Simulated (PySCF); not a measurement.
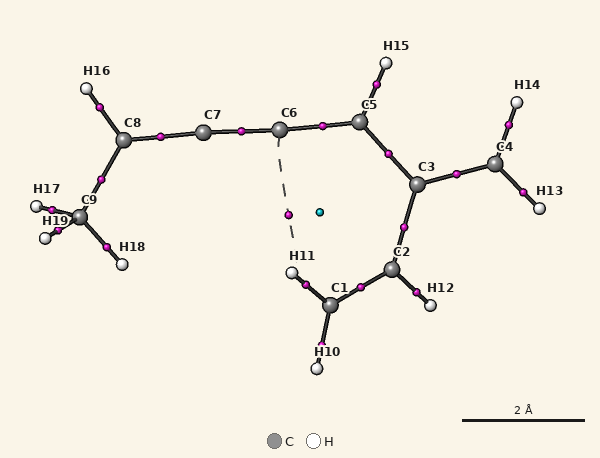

Figure. C9H10, SMILES `C=CC(=C)C=C=C=CC`. Molecular graph of the electron density (QTAIM): bond paths, bond critical points (magenta), ring points (cyan, if any); weak paths are dashed.

PySCF calculation, TPSS/6-311G**, gas phase; geometry: GFN2-xTB. No frequency check shows the geometry to be a minimum.

### How many critical points of each kind are there, and does the count close?

19 nuclei, 19 bond, 1 ring and 0 cage critical points: 19 − 19 + 1 − 0 = 1, as the Poincaré–Hopf relation requires.

### Tabulate density, Laplacian, ellipticity and energy density at the bond critical points (atomic units).

```json
{"bond": "C6–C7", "length (Å)": "1.255", "ρ (a.u.)": "0.370", "∇²ρ (a.u.)": "−1.09", "ε": "0.29", "H (a.u.)": "−0.478"}
{"bond": "C1–C2", "length (Å)": "1.325", "ρ (a.u.)": "0.344", "∇²ρ (a.u.)": "−1.03", "ε": "0.34", "H (a.u.)": "−0.398"}
{"bond": "C7–C8", "length (Å)": "1.314", "ρ (a.u.)": "0.341", "∇²ρ (a.u.)": "−1.00", "ε": "0.30", "H (a.u.)": "−0.406"}
{"bond": "C5–C6", "length (Å)": "1.321", "ρ (a.u.)": "0.337", "∇²ρ (a.u.)": "−0.99", "ε": "0.28", "H (a.u.)": "−0.398"}
{"bond": "C3–C4", "length (Å)": "1.343", "ρ (a.u.)": "0.335", "∇²ρ (a.u.)": "−0.98", "ε": "0.32", "H (a.u.)": "−0.376"}
{"bond": "C1–H11", "length (Å)": "1.076", "ρ (a.u.)": "0.286", "∇²ρ (a.u.)": "−1.00", "ε": "0.02", "H (a.u.)": "−0.290"}
{"bond": "C4–H13", "length (Å)": "1.077", "ρ (a.u.)": "0.284", "∇²ρ (a.u.)": "−0.98", "ε": "0.02", "H (a.u.)": "−0.287"}
{"bond": "C4–H14", "length (Å)": "1.077", "ρ (a.u.)": "0.283", "∇²ρ (a.u.)": "−0.98", "ε": "0.02", "H (a.u.)": "−0.287"}
{"bond": "C1–H10", "length (Å)": "1.078", "ρ (a.u.)": "0.283", "∇²ρ (a.u.)": "−0.98", "ε": "0.02", "H (a.u.)": "−0.286"}
{"bond": "C2–H12", "length (Å)": "1.084", "ρ (a.u.)": "0.282", "∇²ρ (a.u.)": "−0.97", "ε": "0.02", "H (a.u.)": "−0.283"}
{"bond": "C8–H16", "length (Å)": "1.083", "ρ (a.u.)": "0.280", "∇²ρ (a.u.)": "−0.95", "ε": "0.02", "H (a.u.)": "−0.279"}
{"bond": "C5–H15", "length (Å)": "1.085", "ρ (a.u.)": "0.279", "∇²ρ (a.u.)": "−0.95", "ε": "0.03", "H (a.u.)": "−0.278"}
{"bond": "C9–H18", "length (Å)": "1.087", "ρ (a.u.)": "0.279", "∇²ρ (a.u.)": "−0.94", "ε": "0.01", "H (a.u.)": "−0.278"}
{"bond": "C3–C5", "length (Å)": "1.450", "ρ (a.u.)": "0.275", "∇²ρ (a.u.)": "−0.70", "ε": "0.13", "H (a.u.)": "−0.252"}
{"bond": "C9–H17", "length (Å)": "1.091", "ρ (a.u.)": "0.274", "∇²ρ (a.u.)": "−0.91", "ε": "0.01", "H (a.u.)": "−0.272"}
{"bond": "C9–H19", "length (Å)": "1.091", "ρ (a.u.)": "0.274", "∇²ρ (a.u.)": "−0.91", "ε": "0.01", "H (a.u.)": "−0.272"}
{"bond": "C2–C3", "length (Å)": "1.464", "ρ (a.u.)": "0.272", "∇²ρ (a.u.)": "−0.70", "ε": "0.09", "H (a.u.)": "−0.244"}
{"bond": "C8–C9", "length (Å)": "1.493", "ρ (a.u.)": "0.253", "∇²ρ (a.u.)": "−0.60", "ε": "0.05", "H (a.u.)": "−0.215"}
{"bond": "C6–H11", "length (Å)": "2.465", "ρ (a.u.)": "0.013", "∇²ρ (a.u.)": "+0.04", "ε": "0.14", "H (a.u.)": "+0.002"}
```

### What kind of interaction is C6–H11?

Closed-shell (ionic, hydrogen-bonded or van der Waals): ρ = 0.013, ∇²ρ = +0.04, H = +0.002 a.u.

### Are there bond paths between atoms that aren't covalently bonded?

Yes: C6–H11 (2.46 Å, ρ = 0.013).
